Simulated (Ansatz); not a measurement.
**Molecular dynamics of C$_{3}$H$_{5}$BS (part 1 of 2)**

- system: C$_{3}$H$_{5}$BS
- method: RKS BLYP/def2-SVP (Ansatz 0.2.0)

The geometry comes from this level: PBE0-D4/def2-TZVP. Figures and captions count atoms from 1; the log counts them from 0 in places.

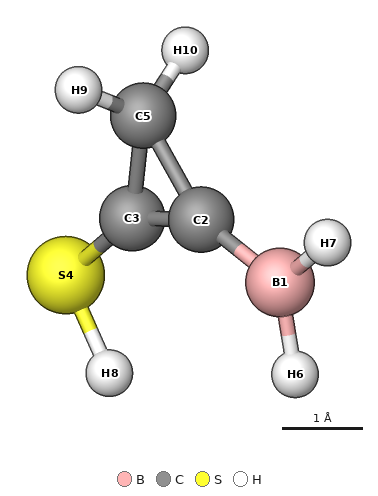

**Figure 1.** The starting structure (ball-and-stick view, seen at a tilt; atoms are numbered from 1 in the order of the input).

### Summary

| quantity | value |
| --- | --- |
| outcome | finished |
| mean temperature over the second half | 796 K |
| trajectory | 30 steps, 30 fs |
| ensemble | nve |
| temperature in the input | 1500 K |
| time step | 1 fs |
| potential energy (last step) | −14692.0474 eV |
| SCF solution under orbital rotations (last step) | stable |
| largest force (length of the vector) (last step) | 5.833 eV/Å |
| dipole moment (last step) | 1.93 D |
| hardware | 2 threads of Arm Neoverse V1, 23 GiB of memory available, shared host |
| wall time | 52 s (CPU time 1.7 min) |
| peak memory | 0.13 GiB |

So short a trajectory is not equilibrated.

### Input
```yaml
crystal:
  periodic: [false, false, false]
  atoms:
    - {symbol: B, position_ang: [-0.775561, 1.590062, -0.371240]}
    - {symbol: C, position_ang: [0.060637, 0.371151, -0.111336]}
    - {symbol: C, position_ang: [0.101134, -0.899572, 0.243118]}
    - {symbol: S, position_ang: [-0.610356, -2.347755, 0.723266]}
    - {symbol: C, position_ang: [1.418823, -0.305019, -0.056492]}
    - {symbol: H, position_ang: [-1.963173, 1.517589, -0.232561]}
    - {symbol: H, position_ang: [-0.277770, 2.622084, -0.711422]}
    - {symbol: H, position_ang: [-1.887327, -1.917674, 0.730295]}
    - {symbol: H, position_ang: [1.920639, -0.587992, -0.981527]}
    - {symbol: H, position_ang: [2.096054, -0.093975, 0.770800]}
basis:
  gaussian: {orbitals: def2-SVP}
hamiltonian: {xc: {name: BLYP}}
md: {timestep: 1 fs, n_steps: 30, ensemble: nve, temperature: 1500, initial_velocities: maxwell_boltzmann, seed: 439}
```

Launch command:
```bash
ansatz run in.yaml --threads 2 --pin off --events-out ev --progress --plain --max-ram 4352MiB
```

### Log
```
Functional definition: BLYP
  name "BLYP"
  cite "Becke, Phys. Rev. A 38, 3098 (1988) doi:10.1103/PhysRevA.38.3098"
  cite "Lee, Yang & Parr, Phys. Rev. B 37, 785 (1988) doi:10.1103/PhysRevB.37.785"
  parameter beta = 0.0042
  parameter a = 0.04918
  parameter b = 0.132
  parameter c = 0.2533
  parameter d = 0.349
  exchange = b88_x(beta = beta)
  correlation = lyp_c(a = a, b = b, c = c, d = d)
1123 factors; their error is unknown
mean field evaluation 1: about -14676.3267 eV, gradient 7.4e1 eV
mean field evaluation 2: about -14503.4522 eV, gradient 2.3e2 eV
mean field evaluation 4: about -14686.1784 eV, gradient 5.0e1 eV
mean field evaluation 8: about -14693.1403 eV, gradient 1.6e-1 eV
mean field evaluation 16: about -14693.0771 eV, gradient 3.2e-3 eV
mean field -14693.07710239 eV, -539.9606241874 hartree, gradient 2.2e-5 eV, S^2 0.000000; 0 other end points of the search recorded, 0 dependent functions left out
the calculation of the forces begins
reference -14693.07743654 eV, -539.9606364671 hartree; 22, 22 occupied and 77, 77 virtual orbitals, 1123 factors
md step     0: t =     0.00 fs  T =  1500.0 K  F+E_penalty+E_count = -14693.07710239 eV  E_kin = 1.551120 eV  conserved = -14691.52598240 eV  (31 SCF iters)
these checks for a lower state are left out or cut short: starts, cluster_reference, orbital_swaps, neighbouring_geometries, increment
1123 factors; their error is unknown
mean field -14692.79063101 eV, -539.9500965584 hartree, gradient 1.9e-5 eV, S^2 0.000000; 0 other end points of the search recorded, 0 dependent functions left out
the calculation of the forces begins
reference -14692.79096493 eV, -539.9501088299 hartree; 22, 22 occupied and 77, 77 virtual orbitals, 1123 factors
md step     1: t =     1.00 fs  T =  1236.4 K  F+E_penalty+E_count = -14692.79063101 eV  E_kin = 1.278568 eV  conserved = -14691.51206336 eV  (32 SCF iters)
[... from here on the SCF iterations and repeated set-up lines of each step are left out, up to the last step ...]
md step     2: t =     2.00 fs  T =   877.9 K  F+E_penalty+E_count = -14692.38551578 eV  E_kin = 0.907772 eV  conserved = -14691.47774408 eV  (32 SCF iters)
md step     3: t =     3.00 fs  T =   820.6 K  F+E_penalty+E_count = -14692.33507219 eV  E_kin = 0.848568 eV  conserved = -14691.48650445 eV  (32 SCF iters)
md step     4: t =     4.00 fs  T =   984.5 K  F+E_penalty+E_count = -14692.53418127 eV  E_kin = 1.018070 eV  conserved = -14691.51611137 eV  (32 SCF iters)
md step     5: t =     5.00 fs  T =  1005.9 K  F+E_penalty+E_count = -14692.55564411 eV  E_kin = 1.040182 eV  conserved = -14691.51546215 eV  (33 SCF iters)
md step     6: t =     6.00 fs  T =   815.6 K  F+E_penalty+E_count = -14692.34445194 eV  E_kin = 0.843394 eV  conserved = -14691.50105781 eV  (32 SCF iters)
md step     7: t =     7.00 fs  T =   572.6 K  F+E_penalty+E_count = -14692.08271793 eV  E_kin = 0.592087 eV  conserved = -14691.49063120 eV  (33 SCF iters)
md step     8: t =     8.00 fs  T =   422.6 K  F+E_penalty+E_count = -14691.92394960 eV  E_kin = 0.436997 eV  conserved = -14691.48695243 eV  (33 SCF iters)
md step     9: t =     9.00 fs  T =   423.6 K  F+E_penalty+E_count = -14691.92644208 eV  E_kin = 0.438001 eV  conserved = -14691.48844073 eV  (32 SCF iters)
md step    10: t =    10.00 fs  T =   555.7 K  F+E_penalty+E_count = -14692.06820849 eV  E_kin = 0.574638 eV  conserved = -14691.49357026 eV  (32 SCF iters)
md step    11: t =    11.00 fs  T =   750.2 K  F+E_penalty+E_count = -14692.27442467 eV  E_kin = 0.775733 eV  conserved = -14691.49869148 eV  (32 SCF iters)
md step    12: t =    12.00 fs  T =   947.4 K  F+E_penalty+E_count = -14692.47820484 eV  E_kin = 0.979684 eV  conserved = -14691.49852107 eV  (32 SCF iters)
md step    13: t =    13.00 fs  T =  1137.7 K  F+E_penalty+E_count = -14692.67907803 eV  E_kin = 1.176471 eV  conserved = -14691.50260661 eV  (32 SCF iters)
md step    14: t =    14.00 fs  T =  1250.7 K  F+E_penalty+E_count = -14692.81156488 eV  E_kin = 1.293372 eV  conserved = -14691.51819319 eV  (32 SCF iters)
md step    15: t =    15.00 fs  T =  1141.2 K  F+E_penalty+E_count = -14692.69466892 eV  E_kin = 1.180071 eV  conserved = -14691.51459763 eV  (32 SCF iters)
md step    16: t =    16.00 fs  T =   908.3 K  F+E_penalty+E_count = -14692.42524201 eV  E_kin = 0.939240 eV  conserved = -14691.48600163 eV  (32 SCF iters)
md step    17: t =    17.00 fs  T =   876.6 K  F+E_penalty+E_count = -14692.39413881 eV  E_kin = 0.906464 eV  conserved = -14691.48767521 eV  (32 SCF iters)
md step    18: t =    18.00 fs  T =  1040.1 K  F+E_penalty+E_count = -14692.58659823 eV  E_kin = 1.075556 eV  conserved = -14691.51104213 eV  (33 SCF iters)
md step    19: t =    19.00 fs  T =  1118.9 K  F+E_penalty+E_count = -14692.66902204 eV  E_kin = 1.156996 eV  conserved = -14691.51202597 eV  (31 SCF iters)
md step    20: t =    20.00 fs  T =  1030.8 K  F+E_penalty+E_count = -14692.56933242 eV  E_kin = 1.065924 eV  conserved = -14691.50340805 eV  (32 SCF iters)
md step    21: t =    21.00 fs  T =   854.5 K  F+E_penalty+E_count = -14692.38316685 eV  E_kin = 0.883576 eV  conserved = -14691.49959110 eV  (33 SCF iters)
md step    22: t =    22.00 fs  T =   645.1 K  F+E_penalty+E_count = -14692.16618330 eV  E_kin = 0.667079 eV  conserved = -14691.49910425 eV  (33 SCF iters)
md step    23: t =    23.00 fs  T =   439.2 K  F+E_penalty+E_count = -14691.94575067 eV  E_kin = 0.454126 eV  conserved = -14691.49162516 eV  (34 SCF iters)
md step    24: t =    24.00 fs  T =   355.7 K  F+E_penalty+E_count = -14691.84889012 eV  E_kin = 0.367774 eV  conserved = -14691.48111657 eV  (33 SCF iters)
md step    25: t =    25.00 fs  T =   505.2 K  F+E_penalty+E_count = -14692.01345671 eV  E_kin = 0.522438 eV  conserved = -14691.49101874 eV  (34 SCF iters)
md step    26: t =    26.00 fs  T =   768.7 K  F+E_penalty+E_count = -14692.30215434 eV  E_kin = 0.794871 eV  conserved = -14691.50728286 eV  (33 SCF iters)
md step    27: t =    27.00 fs  T =   927.8 K  F+E_penalty+E_count = -14692.47266486 eV  E_kin = 0.959471 eV  conserved = -14691.51319416 eV  (33 SCF iters)
md step    28: t =    28.00 fs  T =   886.3 K  F+E_penalty+E_count = -14692.42886970 eV  E_kin = 0.916484 eV  conserved = -14691.51238524 eV  (32 SCF iters)
md step    29: t =    29.00 fs  T =   688.5 K  F+E_penalty+E_count = -14692.21292424 eV  E_kin = 0.711957 eV  conserved = -14691.50096742 eV  (33 SCF iters)
these checks for a lower state are left out or cut short: starts, cluster_reference, orbital_swaps, neighbouring_geometries, increment
1123 factors; their error is unknown
mean field -14692.04707287 eV, -539.9227713008 hartree, gradient 1.4e-5 eV, S^2 0.000000; 0 other end points of the search recorded, 0 dependent functions left out
the calculation of the forces begins
reference -14692.04741638 eV, -539.9227839247 hartree; 22, 22 occupied and 77, 77 virtual orbitals, 1123 factors
1123 factors; their error is unknown
mean field evaluation 256: about -14679.3776 eV, gradient 6.4e1 eV
mean field -14692.04707287 eV, -539.9227713008 hartree, gradient 3.2e-5 eV, S^2 0.000000; 1 other end points of the search recorded, 0 dependent functions left out
the calculation of the forces begins
reference -14692.04741638 eV, -539.9227839247 hartree; 22, 22 occupied and 77, 77 virtual orbitals, 1123 factors
md step    30: t =    30.00 fs  T =   549.6 K  F+E_penalty+E_count = -14692.04707287 eV  E_kin = 0.568308 eV  conserved = -14691.47876515 eV  (32 SCF iters)
```

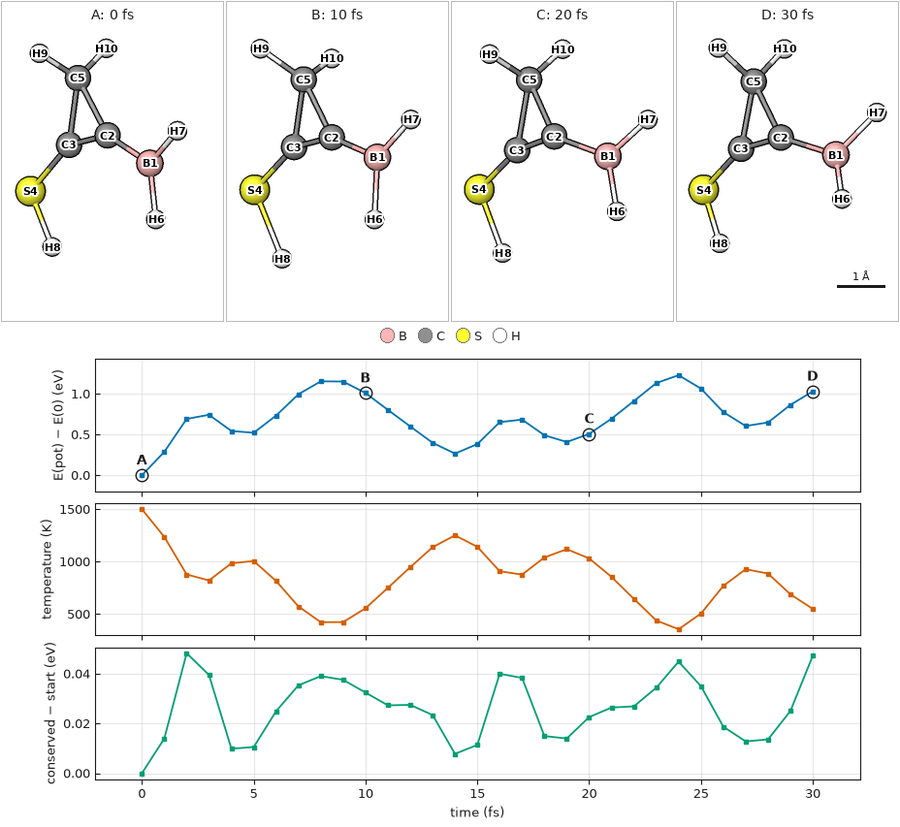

**Figure 2.** Frames of the molecular dynamics (ball-and-stick, seen at a tilt) above the curves, on which the letters mark them. The trajectory kept here has 31 frames over 30 fs. The temperature starts at 1500 K, ranges from 356 to 1500 K and averages 796 K over the second half. The potential energy ends 1.030 eV above its first value. The conserved quantity stays within 0.048 eV. After an unweighted best fit of the last frame on the first, the root-mean-square displacement is 0.37 Å, and H6 has moved furthest (0.69 Å).

```
Total energy: -14692.04741638 eV, -539.9227839247 hartree
Atom 0 at    -0.690206     1.841707    -0.367186 Å, force     3.367371    -0.768426     0.757879 eV/Å
Atom 1 at    -0.042611     0.418378    -0.286374 Å, force    -0.414225    -0.671889     1.173939 eV/Å
Atom 2 at    -0.008840    -0.902992     0.104990 Å, force    -0.125092     0.292934     0.243230 eV/Å
Atom 3 at    -0.552834    -2.454106     0.795819 Å, force     5.748226    -0.126188    -0.787541 eV/Å
Atom 4 at     1.336834    -0.344688     0.027087 Å, force     2.141224     1.351926    -2.873182 eV/Å
Atom 5 at    -1.725520     2.122167    -0.721247 Å, force    -2.171744     0.167144    -0.695894 eV/Å
Atom 6 at     0.072695     2.803430    -0.074312 Å, force    -0.495519    -0.702717    -0.092147 eV/Å
Atom 7 at    -1.740552    -2.254988     0.896917 Å, force    -5.718247     1.104765     0.332897 eV/Å
Atom 8 at     1.998969    -0.450633    -0.999728 Å, force    -1.360836    -0.185337     2.131944 eV/Å
Atom 9 at     2.055579    -0.045377     0.858584 Å, force    -0.971157    -0.462211    -0.191124 eV/Å
Dipole moment:    -0.147034    -0.344975     0.146839 e Å
```

### Trajectory as extended XYZ (Å, eV, eV/Å), 31 frames, from step=0 to step=30
```
10
Properties=species:S:1:pos:R:3:forces:R:3 step=0 time_fs=0.0 energy=-14693.07710 temperature=1500.0
B    -0.7756    1.5901   -0.3712    0.0356   0.0164  -0.0083
C     0.0606    0.3712   -0.1113   -0.4392   1.2838  -0.3175
C     0.1011   -0.8996    0.2431    0.0203  -0.8510   0.2373
S    -0.6104   -2.3478    0.7233    0.1224  -0.9211   0.2479
C     1.4188   -0.3050   -0.0565    0.3175  -0.0326  -0.0227
H    -1.9632    1.5176   -0.2326   -0.4301   0.0067   0.0411
H    -0.2778    2.6221   -0.7114    0.1519   0.3919  -0.1255
H    -1.8873   -1.9177    0.7303   -0.5666   0.1364   0.0182
H     1.9206   -0.5880   -0.9815    0.3455  -0.1523  -0.5201
H     2.0961   -0.0940    0.7708    0.4427   0.1218   0.4498
10
Properties=species:S:1:pos:R:3:forces:R:3 step=1 time_fs=1.0 energy=-14692.79063 temperature=1236.4
B    -0.7667    1.5875   -0.3687    1.0742   0.8590  -0.2968
C     0.0492    0.3780   -0.1169    0.1257   0.3309  -0.2448
C     0.0965   -0.8996    0.2425   -0.0491  -0.3869  -0.0064
S    -0.6094   -2.3484    0.7242    2.7656  -1.8433   0.2342
C     1.4106   -0.2988   -0.0649   -0.4146   0.2181   1.6514
H    -1.9094    1.4920   -0.2504   -1.6347   0.0652   0.1314
H    -0.2322    2.6342   -0.6794   -0.1303   0.0224  -0.0228
H    -1.8094   -1.9573    0.7506   -3.1931   1.0260   0.0621
H     1.9379   -0.6192   -0.9115    0.9796  -0.5299  -2.0337
H     2.0673   -0.1179    0.7846    0.4767   0.2384   0.5254
10
Properties=species:S:1:pos:R:3:forces:R:3 step=2 time_fs=2.0 energy=-14692.38552 temperature=877.9
B    -0.7570    1.5857   -0.3665    1.7670   1.7217  -0.5042
C     0.0378    0.3852   -0.1227    0.7320  -0.6728  -0.1497
C     0.0918   -0.8999    0.2419   -0.1442   0.0587  -0.2400
S    -0.6077   -2.3496    0.7252    5.0549  -2.5695   0.1345
C     1.4021   -0.2925   -0.0719   -0.6053   0.3012   2.5846
H    -1.8713    1.4670   -0.2670   -2.5293   0.1140   0.1684
H    -0.1879    2.6465   -0.6476   -0.4074  -0.3094   0.0445
H    -1.7621   -1.9871    0.7715   -5.4479   1.7416   0.1825
H     1.9645   -0.6556   -0.8610    1.2151  -0.6997  -2.6172
H     2.0431   -0.1395    0.8034    0.3652   0.3143   0.3967
10
Properties=species:S:1:pos:R:3:forces:R:3 step=3 time_fs=3.0 energy=-14692.33507 temperature=820.6
B    -0.7456    1.5855   -0.3647    1.5869   2.4316  -0.5858
C     0.0270    0.3918   -0.1287    1.3103  -1.6203  -0.0438
C     0.0870   -0.9001    0.2410   -0.2636   0.4113  -0.4392
S    -0.6044   -2.3515    0.7262    4.8440  -2.4449   0.0849
C     1.3931   -0.2859   -0.0769    0.1144  -0.1383   2.4163
H    -1.8574    1.4431   -0.2820   -2.6034   0.2157   0.1279
H    -0.1474    2.6559   -0.6154   -0.6254  -0.5266   0.0631
H    -1.7669   -2.0003    0.7941   -5.1919   1.6352   0.2410
H     2.0027   -0.6986   -0.8356    0.6443  -0.3284  -1.9791
H     2.0224   -0.1581    0.8260    0.1844   0.3645   0.1147
10
Properties=species:S:1:pos:R:3:forces:R:3 step=4 time_fs=4.0 energy=-14692.53418 temperature=984.5
B    -0.7328    1.5874   -0.3634    0.5352   2.8690  -0.5689
C     0.0173    0.3972   -0.1346    1.7939  -2.4153   0.0519
C     0.0820   -0.9001    0.2399   -0.3868   0.6247  -0.5935
S    -0.5997   -2.3542    0.7272    2.4063  -1.6247   0.1997
C     1.3842   -0.2794   -0.0799    1.2774  -0.9005   1.8191
H    -1.8685    1.4213   -0.2958   -1.8318   0.4046   0.0449
H    -0.1130    2.6602   -0.5826   -0.7565  -0.6003   0.0376
H    -1.8214   -1.9978    0.8191   -2.7075   0.8674   0.1232
H     2.0471   -0.7448   -0.8290   -0.3459   0.3749  -0.8901
H     2.0034   -0.1732    0.8497    0.0156   0.4003  -0.2240
10
Properties=species:S:1:pos:R:3:forces:R:3 step=5 time_fs=5.0 energy=-14692.55564 temperature=1005.9
B    -0.7196    1.5919   -0.3626   -0.8526   2.9966  -0.5054
C     0.0090    0.4005   -0.1405    2.1242  -2.9669   0.1116
C     0.0766   -0.8995    0.2382   -0.4941   0.6801  -0.6966
S    -0.5942   -2.3574    0.7283   -0.0762  -0.7864   0.3811
C     1.3763   -0.2737   -0.0815    2.2483  -1.5876   1.3856
H    -1.8970    1.4034   -0.3091   -0.6996   0.6344  -0.0251
H    -0.0858    2.6588   -0.5494   -0.7913  -0.5274  -0.0195
H    -1.9019   -1.9870    0.8452   -0.1819   0.1177  -0.0727
H     2.0882   -0.7873   -0.8310   -1.1907   1.0120  -0.0394
H     1.9847   -0.1845    0.8713   -0.0861   0.4275  -0.5196
10
Properties=species:S:1:pos:R:3:forces:R:3 step=6 time_fs=6.0 energy=-14692.34445 temperature=815.6
B    -0.7071    1.5991   -0.3623   -2.0624   2.8102  -0.4189
C     0.0024    0.4015   -0.1464    2.2621  -3.1969   0.1141
C     0.0709   -0.8984    0.2360   -0.5758   0.5877  -0.7447
S    -0.5888   -2.3609    0.7295   -1.6403  -0.2056   0.5204
C     1.3702   -0.2692   -0.0819    2.8002  -2.0366   1.1795
H    -1.9323    1.3915   -0.3227    0.3204   0.8353  -0.0587
H    -0.0662    2.6523   -0.5164   -0.7288  -0.3146  -0.0942
H    -1.9840   -1.9751    0.8707    1.4189  -0.3490  -0.2353
H     2.1179   -0.8202   -0.8334   -1.6974   1.4210   0.4361
H     1.9650   -0.1917    0.8878   -0.0968   0.4485  -0.6983
10
Properties=species:S:1:pos:R:3:forces:R:3 step=7 time_fs=7.0 energy=-14692.08272 temperature=572.6
B    -0.6964    1.6087   -0.3624   -2.8899   2.3159  -0.3125
C    -0.0024    0.4000   -0.1521    2.2021  -3.0640   0.0499
C     0.0647   -0.8968    0.2332   -0.6254   0.3767  -0.7387
S    -0.5838   -2.3643    0.7309   -2.4355   0.1537   0.5994
C     1.3664   -0.2664   -0.0814    2.9590  -2.2591   1.0739
H    -1.9645    1.3876   -0.3368    1.0386   0.9730  -0.0627
H    -0.0535    2.6428   -0.4843   -0.5754   0.0181  -0.1711
H    -2.0526   -1.9665    0.8938    2.2419  -0.5887  -0.3408
H     2.1313   -0.8395   -0.8316   -1.9010   1.6108   0.6227
H     1.9445   -0.1946    0.8977   -0.0145   0.4637  -0.7201
10
Properties=species:S:1:pos:R:3:forces:R:3 step=8 time_fs=8.0 energy=-14691.92395 temperature=422.6
B    -0.6884    1.6205   -0.3627   -3.3395   1.5711  -0.1941
C    -0.0054    0.3959   -0.1578    1.9760  -2.5837  -0.0757
C     0.0580   -0.8949    0.2298   -0.6342   0.0816  -0.6840
S    -0.5796   -2.3678    0.7325   -2.7913   0.3679   0.6380
C     1.3649   -0.2653   -0.0801    2.7743  -2.2877   0.9898
H    -1.9867    1.3930   -0.3516    1.4570   1.0462  -0.0513
H    -0.0464    2.6335   -0.4538   -0.3551   0.4191  -0.2340
H    -2.0997   -1.9635    0.9138    2.6139  -0.6984  -0.4036
H     2.1266   -0.8434   -0.8238   -1.8508   1.6104   0.5897
H     1.9238   -0.1930    0.9008    0.1497   0.4735  -0.5747
```
